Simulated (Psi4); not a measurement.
# SiNH4 (SMILES [NH][SiH3]) at UM06-L/def2-TZVP

Aim: the energy change on altering one bond length of SiNH4 at UM06-L/def2-TZVP, from 2 runs. 

Program for the calculation: Psi4 1.11.

1 further run of the same task is left out (set aside as unsound or not needed).

## 1. The system as given

The species is SiNH4 (6 atoms), meant as a doublet with charge 0. As SMILES, `[NH][SiH3]`. The coordinates come from a PBE0-D4/def2-TZVP relaxation.

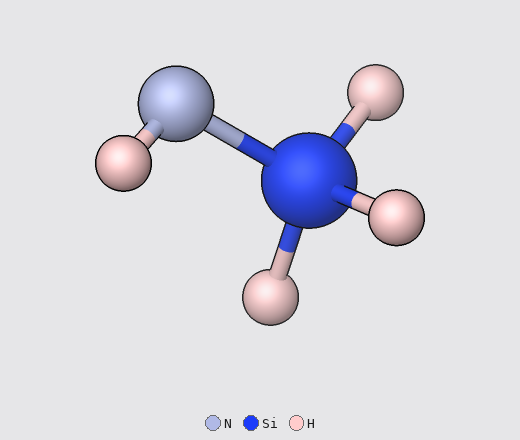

Viewed from a chosen angle; nitrogen light blue, silicon blue, hydrogen pink.

## 2. A single-point energy at UM06-L/def2-TZVP

File input.in:

```
memory 2.2 GB

molecule molecule1 {
  0 2
  N      0.592100    -0.835200     0.909500
  Si    -0.203700     0.347600    -0.110000
  H      0.922800    -1.640700     0.372700
  H     -1.310600    -0.282300    -0.885500
  H      0.789500     0.911800    -1.068900
  H     -0.748100     1.434800     0.736200
  symmetry c1
  no_reorient
  no_com
}

set globals {
  reference uks
  puream true
  e_convergence 1e-09
  d_convergence 1e-08
  scf_type pk
  dft_radial_points 99
  dft_spherical_points 590
  maxiter 100
}

e_tot, wfn = energy("m06-l/def2-TZVP", return_wfn=True)
oeprop(wfn, "LOWDIN_CHARGES", "DIPOLE", "WIBERG_LOWDIN_INDICES")
```

Command:

```bash
$ psi4 -n 1 input.in input.out
```

input.out (excerpt; [...] marks lines left out):

```text
[...]
  Running in c1 symmetry.
[...]
  Nuclear repulsion =   56.674425113493072
[...]
  Multiplicity = 2
[...]
  Nalpha       = 13
  Nbeta        = 12
[...]
    Number of basis functions: 92
[...]
   @UKS iter   1:  -346.37400484986438   -3.25493e-01   7.89255e-03 ADIIS/DIIS
[...]
   @UKS iter  14:  -346.61156135784182   -1.56888e-11   6.63184e-09 DIIS
[...]
   @S^2 Observed:                7.558208539E-01
[...]
    Orbital Energies [Eh]
    ---------------------
    Alpha Occupied:
       1A    -65.828902     2A    -14.195539     3A     -5.247442
       4A     -3.556853     5A     -3.556066     6A     -3.555386
       7A     -0.819480     8A     -0.506302     9A     -0.403411
      10A     -0.349366    11A     -0.329090    12A     -0.275021
      13A     -0.271955
    Alpha Virtual:
      14A      0.007467    15A      0.052352    16A      0.056147
      17A      0.069239    18A      0.082289    19A      0.181123
      20A      0.183297    21A      0.210974    22A      0.222964
      23A      0.229486    24A      0.269760    25A      0.297634
[...]
  @UKS Final Energy:  -346.61156135784182
   => Energetics <=
    Nuclear Repulsion Energy =             56.6744251134930721
    One-Electron Energy =                -590.5213285421141336
    Two-Electron Energy =                 216.5516140794975399
    DFT Exchange-Correlation Energy =     -29.3162720087182471
    Empirical Dispersion Energy =           0.0000000000000000
    VV10 Nonlocal Energy =                  0.0000000000000000
    Total Energy =                       -346.6115613578418220
[...]
 Multipole Moments:
 ------------------------------------------------------------------------------------
     Multipole            Electronic (a.u.)      Nuclear  (a.u.)        Total (a.u.)
 ------------------------------------------------------------------------------------
 L = 1.  Multiply by 2.5417464519 to convert [e a0] to [Debye]
 Dipole X            :         -1.7955836            1.7886258           -0.0069578
 Dipole Y            :          0.8876893           -1.0514436           -0.1637543
 Dipole Z            :         -8.0401785            7.5229997           -0.5171788
 Magnitude           :                                                    0.5425291
[...]
```

It took 69 s on 1 thread of AMD EPYC 7R43 (Zen 3), shared host; peak memory 1.3 GiB.

## 3. The distorted shape: energy and gradient at UM06-L/def2-TZVP

File job.dat:

```
memory 2200 mb

molecule mol {
  0 2
  N      0.195261     0.131397     1.553658
  Si    -0.600539     1.314197     0.534158
  H      0.922800    -1.640700     0.372700
  H     -1.707439     0.684297    -0.241342
  H      0.392661     1.878397    -0.424742
  H     -1.144939     2.401397     1.380358
  symmetry c1
  no_reorient
  no_com
}

set globals {
  basis def2-TZVP
  reference uks
  puream true
  e_convergence 1e-09
  d_convergence 1e-08
  scf_type pk
  dft_radial_points 99
  dft_spherical_points 590
  maxiter 100
}

result, w = gradient("m06-l", return_wfn=True)
oeprop(w, "MULLIKEN_CHARGES", "DIPOLE", "WIBERG_LOWDIN_INDICES")
```

Command:

```bash
$ psi4 -i job.dat -o job.out -n 1
```

job.out (excerpt; [...] marks lines left out):

```text
[...]
  Running in c1 symmetry.
[...]
  Nuclear repulsion =   53.647404595619427
[...]
  Multiplicity = 2
[...]
  Nalpha       = 13
  Nbeta        = 12
[...]
    Number of basis functions: 92
[...]
   @UKS iter   1:  -345.98584868497068   -1.64381e-01   8.66472e-03 ADIIS/DIIS
[...]
   @UKS iter  20:  -346.46080279507834   -5.45697e-12   7.13453e-09 DIIS
[...]
   @S^2 Observed:                1.543836238E+00
[...]
  @UKS Final Energy:  -346.46080279507834
   => Energetics <=
    Nuclear Repulsion Energy =             53.6474045956194274
    One-Electron Energy =                -584.3319065780657411
    Two-Electron Energy =                 213.4256827084273596
    DFT Exchange-Correlation Energy =     -29.2019835210593222
    Empirical Dispersion Energy =           0.0000000000000000
    VV10 Nonlocal Energy =                  0.0000000000000000
    Total Energy =                       -346.4608027950783367
[...]
  -Total Gradient:
     Atom            X                  Y                   Z
    ------   -----------------  -----------------  -----------------
       1       -0.008915116296     0.016984243955    -0.003772094936
       2        0.004998498919    -0.006587603482     0.016582638855
       3        0.005521134530    -0.012449072974    -0.005736242730
       4       -0.003220773204    -0.001605092124    -0.003279508875
       5        0.002864333591     0.001456563980    -0.003468824426
       6       -0.001300992314     0.002295417184    -0.000361186333
[...]
 Multipole Moments:
 ------------------------------------------------------------------------------------
     Multipole            Electronic (a.u.)      Nuclear  (a.u.)        Total (a.u.)
 ------------------------------------------------------------------------------------
 L = 1.  Multiply by 2.5417464519 to convert [e a0] to [Debye]
 Dipole X            :         15.9939040          -16.2093828           -0.2154788
 Dipole Y            :        -42.5281021           42.7870429            0.2589407
 Dipole Z            :        -37.1232171           36.7377725           -0.3854446
 Magnitude           :                                                    0.5119072
[...]
```

Wall time 90 s (1 thread of AMD EPYC 7R43 (Zen 3), shared host); peak memory 1.3 GiB.

## 4. What came out

At UM06-L/def2-TZVP:

| quantity | value |
| --- | --- |
| first shape: total energy | -346.61156 Eh |
| first shape: dipole moment | 1.38 D |
| first shape: HOMO energy (highest over α and β) | -6.73 eV |
| first shape: LUMO energy (lowest over α and β) | -4.17 eV |
| first shape: ⟨S²⟩ | 0.756 |
| distorted shape: total energy | -346.46080 Eh |
| distorted shape: dipole moment | 1.30 D |
| distorted shape: HOMO energy (highest over α and β) | -7.07 eV |
| distorted shape: LUMO energy (lowest over α and β) | -3.83 eV |
| distorted shape: ⟨S²⟩ | 1.544 |
| distorted shape: largest force on an atom | 1.005 eV/Å |
| energy change with the N1–H3 bond stretched from 1.023 to 2.250 Å | 4.102 eV |

**Reading.** With the N1–H3 bond stretched from 1.023 to 2.250 Å the energy rises by 4.10 eV (396 kJ/mol). The first shape isn't relaxed at this level, so the change isn't measured from a minimum. ⟨S²⟩ (distorted shape) is 1.54 where a pure doublet has 0.75: the reference is spin-contaminated. Mulliken charges (distorted shape) run from -0.34 on N1 to +0.49 on Si2; they depend strongly on the basis.
